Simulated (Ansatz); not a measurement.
Input

```
crystal:
  periodic: [false, false, false]
  atoms:
    - { symbol: Al, position_ang: [-0.103409, 0.582172, -0.142589] }
    - { symbol: H, position_ang: [0.038209, -0.256604, 2.481911] }
    - { symbol: O, position_ang: [1.441191, -0.126546, -0.358138] }
    - { symbol: H, position_ang: [1.639315, -0.814923, -1.010243] }
    - { symbol: O, position_ang: [-1.603855, -0.016596, -0.71311] }
    - { symbol: H, position_ang: [-1.727317, -0.860776, -1.17481] }
    - { symbol: S, position_ang: [-0.16706, 2.592794, 0.841001] }
    - { symbol: H, position_ang: [1.18411, 2.53492, 1.029439] }
    - { symbol: H, position_ang: [-0.082682, 0.438058, 2.309539] }
basis:
  gaussian: { orbitals: def2-SVP }
hamiltonian:
  xc: pbe
  dispersion: d4
relax:
  f_tol: 0.03
  max_steps: 50
output:
  orbitals: {}
```

Run with:

```sh
ansatz run input.yaml --threads 2 --pin off --max-ram 3072MiB --backend cpu --events-out ev --progress --plain --runs-dir out
```

The fields are those of the relaxed geometry.

Level of theory: RKS PBE-D4/def2-SVP in Ansatz 0.2.0.

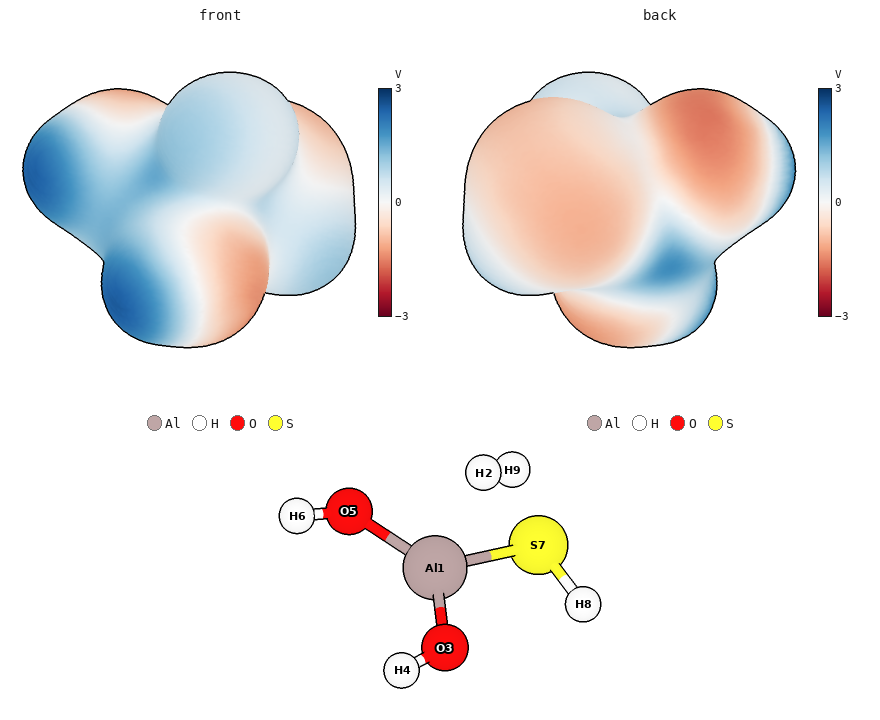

AlH$_{3}$O$_{2}$S···H$_{2}$. The molecular electrostatic potential painted on the density surface at 0.002 e/bohr³, seen from the front and from behind; red is negative and blue positive. The bare structure is drawn below in the same view.

### Which sites attract a positive test charge, and which a negative one?

A positive charge is drawn to the negative regions and a negative charge to the positive ones. The most negative region (about −1.5 V) lies over O5, the most positive (about +2.4 V) over H4 and H6. O5 is the likeliest acceptor of a hydrogen bond.
